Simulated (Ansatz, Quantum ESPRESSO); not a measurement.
# The work function of Nb(110), 5 layers, one monolayer of Si on top sites, level by level, part 3 of 6

Aim: the work function of each face of Nb(110), 5 layers, one monolayer of Si on top sites, and how it moves with functional, pseudopotentials and boundary condition.

Quantum ESPRESSO 7.5; plane-wave DFT, PBE, GBRV ultrasoft pseudopotentials; geometry and cross-check by Ansatz 0.2.0 with PAW datasets.

So far. Step 3 (SCF with pw.x): The run needed 20 iterations to bring the estimated error under 1e-07 Ry; the largest force on any atom, held or free, is 0.41 eV/Å. Step 4 (Electrostatic potential): The vacuum is flat to 0.8 meV/Å, so its level is well defined. Inside the slab the curve depends on the local part of the pseudopotentials; only the vacuum level has a meaning of its own.

**5. Planar and running averages**

average.x takes the planar mean and smooths it over a window of one repeat.

Input file avg.in:

```
1
pot.dat
1.0
486
3
4.4095859191
```

Run with:

```
$ OMP_NUM_THREADS=1 average.x < avg.in > avg.out
```

What it wrote:

```text
[banner, memory and clock lines left out]
Program AVERAGE v.7.5 starts

          URL

     Reading header from file  pot.dat
     Reading data from file  pot.dat
     Output written to file avg.dat

[...]
```

The job ended after 0.83 s (1 MPI rank of Intel Xeon Platinum 8559C (Emerald Rapids), shared host; peak memory 0.1 GiB).

Read from the output:

```
average.x's running mean inside the slab, on the run's own zero                  : -8.060 eV
mean potential by an exact Fourier window inside the slab, on the run's own zero : -8.060 eV
```

The potential energy (planar mean) oscillates, so the rows of the table below give means over windows of 2.36 Å about each position, cut where the curve ends. Its maxima inside the range that stand out by 2 % of the span (Å: eV): 9.4: -1.12, 11.8: -1.19, 14.2: -0.987, 16.5: -0.945, 19.1: 1.53. Its minima: 8.3: -31.2, 10.6: -31.1, 12.9: -31.0, 15.3: -31.1, 17.7: -31.2, 20.3: -13.7.

Electrostatic potential energy of an electron, with the sawtooth; zero at the Fermi level; window 2.3335 Å. The potential energy by z; means over each step:

| z (Å) | planar mean (eV) | running mean (eV) |
| --- | --- | --- |
| 1.18 | 4.60 | 4.62 |
| 3.54 | 4.59 | 4.58 |
| 5.90 | 3.84 | 2.71 |
| 8.26 | -13.7 | -12.5 |
| 10.62 | -13.7 | -13.9 |
| 12.98 | -13.7 | -13.8 |
| 15.34 | -13.7 | -13.7 |
| 17.70 | -13.7 | -12.8 |
| 20.06 | -5.56 | -5.31 |
| 22.42 | 4.16 | 3.09 |
| 24.78 | 4.84 | 4.84 |
| 27.14 | 4.81 | 4.80 |

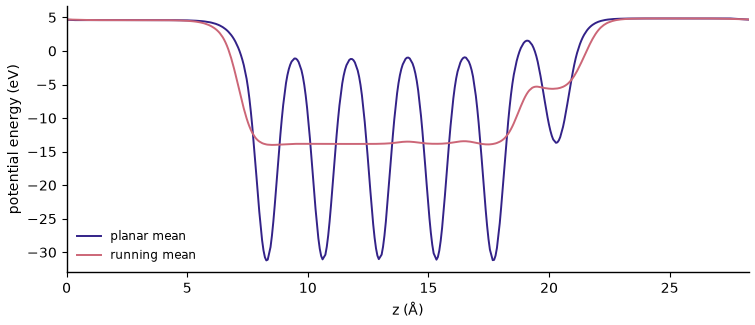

Potential energy, plotted against z.

Where the running mean is not flat inside, average.x's window, rounded to the grid, doesn't match the spacings there.

**6. Valence density**

plot_num = 0 writes the valence density.

Input file rho.in:

```
&inputpp
  prefix = 'scf'
  outdir = './out'
  filplot = 'rho.dat'
  plot_num = 0
/
```

Run with:

```
$ OMP_NUM_THREADS=1 mpirun -n 4 pp.x -in rho.in > rho.out
```

What it wrote:

```text
[banner, memory and clock lines left out]
Program POST-PROC v.7.5 starts

          URL

     ./out/scf.save/

     IMPORTANT: XC functional enforced from input :
     Exchange-correlation= PBE
                           (   1   4   3   4   0   0   0)
     Any further DFT definition will be discarded
     Please, verify this is what you really want

     Check: negative core charge=   -0.000001

     negative rho (up, down):  3.004E-03 0.000E+00

     Adding external electric field

     Computed dipole along edir(3) :
        Dipole               -0.0200 Ry au,         -0.0509 Debye
        Dipole field         -0.0002 Ry au,

        Potential amp.        0.0176 Ry
        Total length         51.4014 bohr

     Calling punch_plot, plot_num =   0
     Writing data to file  rho.dat
     Message from routine chdens:
     namelist plot not found or invalid, exiting
```

Wall time 1.2 s (4 MPI ranks); peak memory 0.1 GiB.

Numbers from this step:

- electrons by integration: 69.00 e

The valence density, planar mean oscillates, so the rows of the table below give means over windows of 2.33 Å about each position, cut where the curve ends. Its maxima inside the range that stand out by 2 % of the span (Å: e/Å³): 8.3: 1.23, 10.6: 1.22, 12.9: 1.22, 15.3: 1.22, 17.7: 1.23, 20.3: 0.260. Its minima: 9.4: 0.261, 11.8: 0.258, 14.1: 0.253, 16.4: 0.253, 19.0: 0.169.

Mean over planes. Valence density, planar mean against z; means over each step:

| z (Å) | valence density, planar mean (e/Å³) |
| --- | --- |
| 3.50 | 1.0e-4 |
| 5.83 | 0.0158 |
| 8.16 | 0.692 |
| 10.48 | 0.724 |
| 12.82 | 0.723 |
| 15.14 | 0.721 |
| 17.48 | 0.711 |
| 19.80 | 0.214 |
| 22.13 | 0.0449 |
| 24.46 | 1.0e-4 |

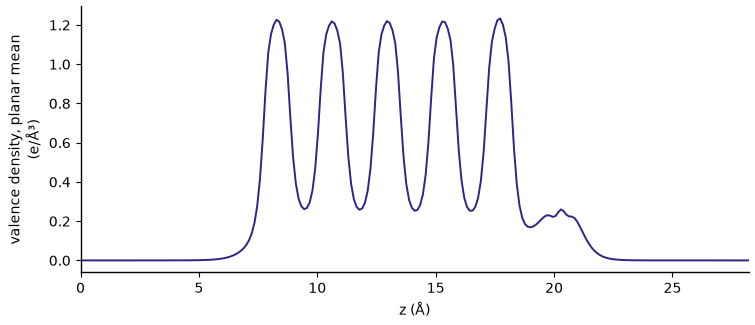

Valence density, planar mean, plotted against z.

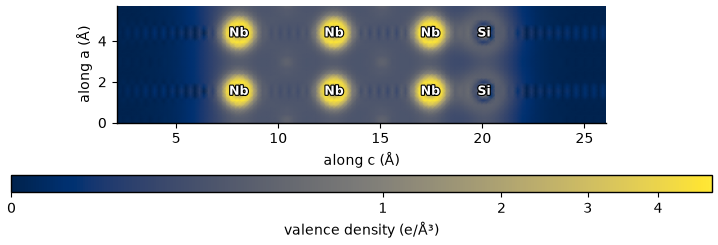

Valence density in the ca plane at fractional y = 0.000, with atoms of Nb and Si within 0.2 Å of it. It is the smooth field of the valence electrons, not physical close to the nuclei. The map starts off the cell's origin, so that atoms lie inside it. The colour scale is stretched toward low values. The far vacuum is left out of the map.

The density integrates to 69.000 electrons, as the 69 of the input ask.

**7. Projected density of states**

Projections on atomic orbitals tell which layers and orbitals hold the states near the zero of energy.

Input file pdos.in:

```
&projwfc
  prefix = 'scf'
  outdir = './out'
  filpdos = 'pdos'
  Emin = -2.205
  Emax = 9.795
  DeltaE = 0.1
  ngauss = 0
  degauss = 0.01
/
```

Run with:

```
$ OMP_NUM_THREADS=1 mpirun -n 4 projwfc.x -in pdos.in > pdos.out
```

What it wrote:

```text
[banner, memory and clock lines left out]
Program PROJWFC v.7.5 starts

          URL

     ./out/scf.save/

     IMPORTANT: XC functional enforced from input :
     Exchange-correlation= PBE
                           (   1   4   3   4   0   0   0)
     Any further DFT definition will be discarded
     Please, verify this is what you really want

     Check: negative core charge=   -0.000001

     negative rho (up, down):  3.004E-03 0.000E+00

     Adding external electric field

     Computed dipole along edir(3) :
        Dipole               -0.0200 Ry au,         -0.0509 Debye
        Dipole field         -0.0002 Ry au,

        Potential amp.        0.0176 Ry
        Total length         51.4014 bohr

     Gaussian broadening (read from input): ngauss,degauss=   0    0.010000

     Calling projwave ....
     one sub-group per band group will be used

     linear algebra parallelized on   4 procs

  Problem Sizes
  natomwfc =           69
  nx       =           35
  nbnd     =           42
  nkstot   =           52
  npwx     =         1618
  nkb      =          108

     Atomic states used for projection
     (read from pseudopotential files):

     state #   1: atom   1 (Nb ), wfc  1 (l=0 m= 1)
     state #   2: atom   1 (Nb ), wfc  2 (l=1 m= 1)
     state #   3: atom   1 (Nb ), wfc  2 (l=1 m= 2)
     state #   4: atom   1 (Nb ), wfc  2 (l=1 m= 3)
     state #   5: atom   1 (Nb ), wfc  3 (l=2 m= 1)
     state #   6: atom   1 (Nb ), wfc  3 (l=2 m= 2)
     state #   7: atom   1 (Nb ), wfc  3 (l=2 m= 3)
     state #   8: atom   1 (Nb ), wfc  3 (l=2 m= 4)
     state #   9: atom   1 (Nb ), wfc  3 (l=2 m= 5)
     state #  10: atom   1 (Nb ), wfc  4 (l=0 m= 1)
     state #  11: atom   1 (Nb ), wfc  5 (l=1 m= 1)
     state #  12: atom   1 (Nb ), wfc  5 (l=1 m= 2)
     state #  13: atom   1 (Nb ), wfc  5 (l=1 m= 3)
     state #  14: atom   2 (Nb ), wfc  1 (l=0 m= 1)
     state #  15: atom   2 (Nb ), wfc  2 (l=1 m= 1)
     state #  16: atom   2 (Nb ), wfc  2 (l=1 m= 2)
     state #  17: atom   2 (Nb ), wfc  2 (l=1 m= 3)
     state #  18: atom   2 (Nb ), wfc  3 (l=2 m= 1)
     state #  19: atom   2 (Nb ), wfc  3 (l=2 m= 2)
     state #  20: atom   2 (Nb ), wfc  3 (l=2 m= 3)
     state #  21: atom   2 (Nb ), wfc  3 (l=2 m= 4)
     state #  22: atom   2 (Nb ), wfc  3 (l=2 m= 5)
     state #  23: atom   2 (Nb ), wfc  4 (l=0 m= 1)
     state #  24: atom   2 (Nb ), wfc  5 (l=1 m= 1)
     state #  25: atom   2 (Nb ), wfc  5 (l=1 m= 2)
     state #  26: atom   2 (Nb ), wfc  5 (l=1 m= 3)
     state #  27: atom   3 (Nb ), wfc  1 (l=0 m= 1)
     state #  28: atom   3 (Nb ), wfc  2 (l=1 m= 1)
     state #  29: atom   3 (Nb ), wfc  2 (l=1 m= 2)
     state #  30: atom   3 (Nb ), wfc  2 (l=1 m= 3)
     state #  31: atom   3 (Nb ), wfc  3 (l=2 m= 1)
     state #  32: atom   3 (Nb ), wfc  3 (l=2 m= 2)
     state #  33: atom   3 (Nb ), wfc  3 (l=2 m= 3)
     state #  34: atom   3 (Nb ), wfc  3 (l=2 m= 4)
     state #  35: atom   3 (Nb ), wfc  3 (l=2 m= 5)
     state #  36: atom   3 (Nb ), wfc  4 (l=0 m= 1)
     state #  37: atom   3 (Nb ), wfc  5 (l=1 m= 1)
     state #  38: atom   3 (Nb ), wfc  5 (l=1 m= 2)
     state #  39: atom   3 (Nb ), wfc  5 (l=1 m= 3)
     state #  40: atom   4 (Nb ), wfc  1 (l=0 m= 1)
     state #  41: atom   4 (Nb ), wfc  2 (l=1 m= 1)
     state #  42: atom   4 (Nb ), wfc  2 (l=1 m= 2)
     state #  43: atom   4 (Nb ), wfc  2 (l=1 m= 3)
     state #  44: atom   4 (Nb ), wfc  3 (l=2 m= 1)
     state #  45: atom   4 (Nb ), wfc  3 (l=2 m= 2)
     state #  46: atom   4 (Nb ), wfc  3 (l=2 m= 3)
     state #  47: atom   4 (Nb ), wfc  3 (l=2 m= 4)
     state #  48: atom   4 (Nb ), wfc  3 (l=2 m= 5)
     state #  49: atom   4 (Nb ), wfc  4 (l=0 m= 1)
     state #  50: atom   4 (Nb ), wfc  5 (l=1 m= 1)
     state #  51: atom   4 (Nb ), wfc  5 (l=1 m= 2)
     state #  52: atom   4 (Nb ), wfc  5 (l=1 m= 3)
     state #  53: atom   5 (Nb ), wfc  1 (l=0 m= 1)
     state #  54: atom   5 (Nb ), wfc  2 (l=1 m= 1)
     state #  55: atom   5 (Nb ), wfc  2 (l=1 m= 2)
     state #  56: atom   5 (Nb ), wfc  2 (l=1 m= 3)
     state #  57: atom   5 (Nb ), wfc  3 (l=2 m= 1)
     state #  58: atom   5 (Nb ), wfc  3 (l=2 m= 2)
     state #  59: atom   5 (Nb ), wfc  3 (l=2 m= 3)
     state #  60: atom   5 (Nb ), wfc  3 (l=2 m= 4)
     state #  61: atom   5 (Nb ), wfc  3 (l=2 m= 5)
     state #  62: atom   5 (Nb ), wfc  4 (l=0 m= 1)
     state #  63: atom   5 (Nb ), wfc  5 (l=1 m= 1)
     state #  64: atom   5 (Nb ), wfc  5 (l=1 m= 2)
     state #  65: atom   5 (Nb ), wfc  5 (l=1 m= 3)
     state #  66: atom   6 (Si ), wfc  1 (l=0 m= 1)
     state #  67: atom   6 (Si ), wfc  2 (l=1 m= 1)
     state #  68: atom   6 (Si ), wfc  2 (l=1 m= 2)
     state #  69: atom   6 (Si ), wfc  2 (l=1 m= 3)

[... projections of each state ...]
Lowdin Charges:

     Atom #   1: total charge =  12.9860, s =  2.2610,
     Atom #   1: total charge =  12.9860, p =  6.6129, pz=  2.1665, px=  2.2097, py=  2.2367,
     Atom #   1: total charge =  12.9860, d =  4.1121, dz2=  0.7824, dxz=  0.7545, dyz=  0.8334, dx2-y2=  0.8099, dxy=  0.9320,
     Atom #   2: total charge =  12.9871, s =  2.1838,
     Atom #   2: total charge =  12.9871, p =  6.7123, pz=  2.2425, px=  2.2324, py=  2.2374,
     Atom #   2: total charge =  12.9871, d =  4.0910, dz2=  0.8190, dxz=  0.7095, dyz=  0.9049, dx2-y2=  0.7680, dxy=  0.8896,
     Atom #   3: total charge =  12.9992, s =  2.1806,
     Atom #   3: total charge =  12.9992, p =  6.6984, pz=  2.2352, px=  2.2359, py=  2.2274,
     Atom #   3: total charge =  12.9992, d =  4.1202, dz2=  0.8397, dxz=  0.7341, dyz=  0.8786, dx2-y2=  0.7850, dxy=  0.8827,
     Atom #   4: total charge =  13.0040, s =  2.1841,
     Atom #   4: total charge =  13.0040, p =  6.7167, pz=  2.2534, px=  2.2318, py=  2.2315,
     Atom #   4: total charge =  13.0040, d =  4.1032, dz2=  0.8421, dxz=  0.7233, dyz=  0.8730, dx2-y2=  0.7643, dxy=  0.9005,
     Atom #   5: total charge =  13.2078, s =  2.2345,
     Atom #   5: total charge =  13.2078, p =  6.7860, pz=  2.2908, px=  2.2414, py=  2.2538,
     Atom #   5: total charge =  13.2078, d =  4.1873, dz2=  0.9980, dxz=  0.7134, dyz=  0.7524, dx2-y2=  0.7696, dxy=  0.9538,
     Atom #   6: total charge =   3.7253, s =  1.4584,
     Atom #   6: total charge =   3.7253, p =  2.2669, pz=  0.8447, px=  0.7577, py=  0.6646,
     Atom #   6: total charge =   3.7253, d =  0.0000, dz2=  0.0000, dxz=  0.0000, dyz=  0.0000, dx2-y2=  0.0000, dxy=  0.0000,
     Spilling Parameter:   0.0013
```

Wall time 2.4 s (4 MPI ranks); peak memory 0.25 GiB.

Numbers from this step:

- spilling of the projection: 0.0013

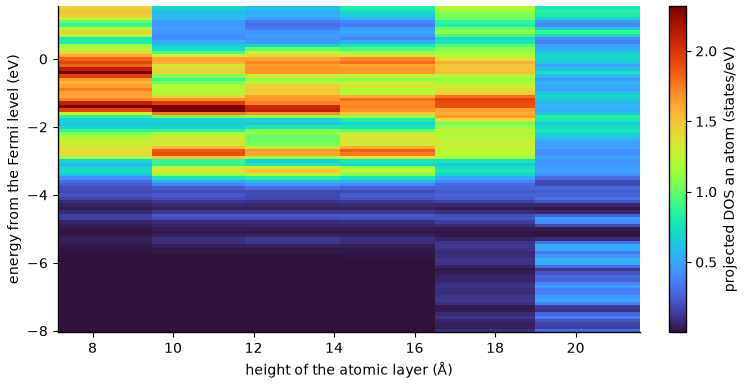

Projected DOS an atom over height of the atomic layer and energy from the Fermi level. Columns are the atomic layers from the bottom up.

The atomic orbitals miss 0.1 % of the occupied states; for empty states the projections can miss much more.

(Part 3 of 6 ends here.)

[Logs are printed without paths, hosts, clocks, repeated set-up lines and the standing remarks that a program may print on its own settings, such as how far it seeks lower states.]

[Hosts, paths, dates, database ids (printed as entryN), source tags and the programs' standing remarks are cut or masked in the printed files.]

[Maps of the electrostatic potential energy from Ansatz leave out the sawtooth potential of an applied field or a dipole correction, so their vacuum need not be flat; planar profiles and work functions include it.]
